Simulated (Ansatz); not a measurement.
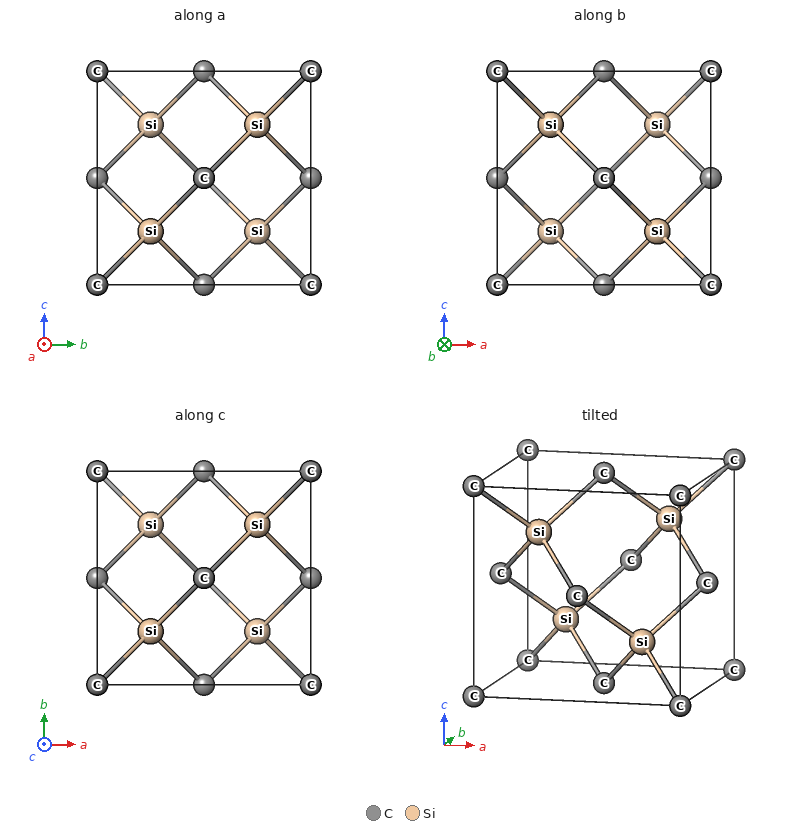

A ball-and-stick rendering, viewed along the a axis, along the b axis, along the c axis and slightly off an axis. The conventional unit cell is outlined; an atom on or near a face, edge or corner is repeated at each equivalent position.

Lattice parameters: a = 4.586 Å, b = 4.586 Å, c = 4.586 Å, α = 90.00°, β = 90.00°, γ = 90.00°. Put a along x and b in the xy plane.

Q: Express the structure as a POSCAR file.

A:
```
C Si
1.0
     4.586    0.000    0.000
     0.000    4.586    0.000
     0.000    0.000    4.586
C Si
4 4
Direct
  0.0000 0.0000 0.0000
  0.0000 0.5000 0.5000
  0.5000 0.0000 0.5000
  0.5000 0.5000 0.0000
  0.2500 0.2500 0.7500
  0.2500 0.7500 0.2500
  0.7500 0.2500 0.2500
  0.7500 0.7500 0.7500
```

It goes back to a structure type filled with these elements by a generator (whether the compound takes this form wasn't checked). Earlier steps of the study, as a rule a relaxation of our own, may have changed the cell and positions, so they can lie some per cent off the listed ones. A calculation with Ansatz used it as input.

At this level of theory the run's own cell isn't at rest (stretched, at -27 GPa), so its distances can differ from those at equilibrium, the more so the softer the solid.
